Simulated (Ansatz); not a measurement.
# BNH3Cl (SMILES NBCl): PBE/aug-cc-pVDZ

What is the vertical electron affinity of BNH3Cl at PBE/aug-cc-pVDZ? 

Program for the calculation: Ansatz 0.2.0.

61 further runs of the same task are left out: 61 set aside as unsound or not needed.

**1. The structure to begin with**

BNH3Cl has 6 atoms, charge 0, and is taken as a singlet. As SMILES, `NBCl`. The shape is that of a PBE0-D4/def2-TZVP optimisation.

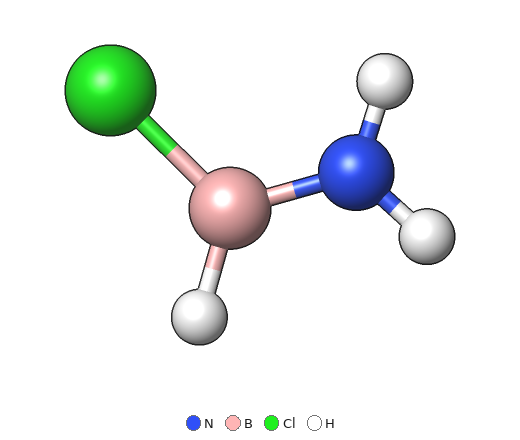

Viewed from a chosen angle; nitrogen blue, boron pink, chlorine green, hydrogen white.

**2. A single-point energy at PBE/aug-cc-pVDZ**

run.yaml reads:

```yaml
crystal:
  periodic: [false, false, false]
  atoms:
    - {symbol: "N", position_ang: [-0.395600, -0.007800, -0.658000]}
    - {symbol: B, position_ang: [0.369600, -0.158900, 0.483700]}
    - {symbol: Cl, position_ang: [0.529900, 1.189300, 1.616000]}
    - {symbol: H, position_ang: [-0.511800, -0.749300, -1.326600]}
    - {symbol: H, position_ang: [-0.878600, 0.844500, -0.888200]}
    - {symbol: H, position_ang: [0.928800, -1.181900, 0.727100]}
basis:
  gaussian:
    orbitals: aug-cc-pVDZ
hamiltonian:
  xc: pbe
accuracy: high
output:
  orbitals: {seedname: orbitals}
```

Started as:

```bash
$ ansatz run run.yaml --threads 1 --pin off --max-ram 3480MiB --events-out events.jsonl --progress --plain --runs-dir runs
```

What it wrote:

```text
Warning: RAYON_NUM_THREADS=1 ignored (pool sized by the plan → 1); use --threads N
Functional definition: PBE
  name "PBE"
  parameter kappa = 0.804
  parameter beta = 0.06672455060314922
  exchange = pbe_x(kappa = kappa, mu = beta*pi^2/3)
  correlation = pbe_c(beta = beta)
1994 factors; integrals over basis functions are off by at most 3.2e-9 eV
mean field evaluation 1: about -14721.6757 eV, gradient 7.1e1 eV
mean field evaluation 2: about -14686.9261 eV, gradient 1.3e2 eV
mean field evaluation 4: about -14732.1095 eV, gradient 1.1e1 eV
mean field evaluation 8: about -14732.4761 eV, gradient 1.2e-1 eV
mean field evaluation 16: about -14732.4762 eV, gradient 1.4e-6 eV
mean field -14732.47617457 eV, -541.4085133843 hartree, gradient 2.1e-8 eV, S^2 0.000000; 0 other end points of the search recorded, 0 dependent functions left out
reference -14732.47618156 eV, -541.4085136414 hartree; 16, 16 occupied and 84, 84 virtual orbitals, 1994 factors
Total energy: -14732.47618156 eV, -541.4085136414 hartree
```

It took 6.9 s on 1 thread of Arm Neoverse V1, shared host; peak memory 0.25 GiB.

**3. The doublet anion, same level**

run.yaml reads:

```yaml
basis:
  gaussian: {orbitals: aug-cc-pVDZ}
crystal:
  periodic: [false, false, false]
  atoms:
    - symbol: "N"
      position_ang: [-0.395600, -0.007800, -0.658000]
    - symbol: B
      position_ang: [0.369600, -0.158900, 0.483700]
    - symbol: Cl
      position_ang: [0.529900, 1.189300, 1.616000]
    - symbol: H
      position_ang: [-0.511800, -0.749300, -1.326600]
    - symbol: H
      position_ang: [-0.878600, 0.844500, -0.888200]
    - symbol: H
      position_ang: [0.928800, -1.181900, 0.727100]
output: {orbitals: {seedname: orbitals}}
magnetization: {spin_polarized: true, initial_magnetization: 1}
total_charge: -1
hamiltonian: {xc: pbe}
accuracy: high
```

Started as:

```bash
$ ansatz run run.yaml --threads 1 --pin off --max-ram 3480MiB --events-out events.jsonl --progress --plain --runs-dir runs
```

What it wrote:

```text
Warning: RAYON_NUM_THREADS=1 ignored (pool sized by the plan → 1); use --threads N
Functional definition: PBE
  name "PBE"
  parameter kappa = 0.804
  parameter beta = 0.06672455060314922
  exchange = pbe_x(kappa = kappa, mu = beta*pi^2/3)
  correlation = pbe_c(beta = beta)
1994 factors; integrals over basis functions are off by at most 3.2e-9 eV
mean field evaluation 1: about -14723.5689 eV, gradient 3.8e1 eV
mean field evaluation 2: about -14656.7363 eV, gradient 9.8e1 eV
mean field evaluation 4: about -14730.8582 eV, gradient 1.5e1 eV
mean field evaluation 8: about -14732.0672 eV, gradient 1.7e-1 eV
mean field evaluation 16: about -14732.0678 eV, gradient 4.7e-4 eV
mean field evaluation 32: about -14731.0867 eV, gradient 4.4e0 eV
mean field evaluation 64: about -14731.5214 eV, gradient 1.3e-1 eV
mean field -14732.06781405 eV, -541.3935064122 hartree, gradient 5.2e-8 eV, S^2 0.750061; 10 other end points of the search recorded, 0 dependent functions left out
reference -14732.06781704 eV, -541.3935065221 hartree; 17, 16 occupied and 83, 84 virtual orbitals, 1994 factors
Total energy: -14732.06781704 eV, -541.3935065221 hartree
```

It took 20 s on 1 thread of Arm Neoverse V1, shared host; peak memory 0.34 GiB.

**4. Outcome**

Level: PBE/aug-cc-pVDZ.

```
                                         quantity          value
                     singlet BNH3Cl: total energy  -541.40851 Eh
                      singlet BNH3Cl: HOMO energy       -7.10 eV
                      singlet BNH3Cl: LUMO energy       -0.89 eV
                    singlet BNH3Cl: HOMO–LUMO gap        6.21 eV
                      doublet anion: total energy  -541.39351 Eh
doublet anion: HOMO energy (highest over α and β)        1.79 eV
 doublet anion: LUMO energy (lowest over α and β)        2.25 eV
                              doublet anion: ⟨S²⟩          0.750
vertical electron affinity (to the doublet anion)      -0.408 eV
```

**Reading.** The anion lies 0.41 eV (39.4 kJ/mol) above the neutral: the electron isn't bound at this level, and such a value depends on the basis. The HOMO (doublet anion) lies at positive energy, 1.79 eV, as semi-local functionals often give for anions; only total energies tell whether the electron is bound.
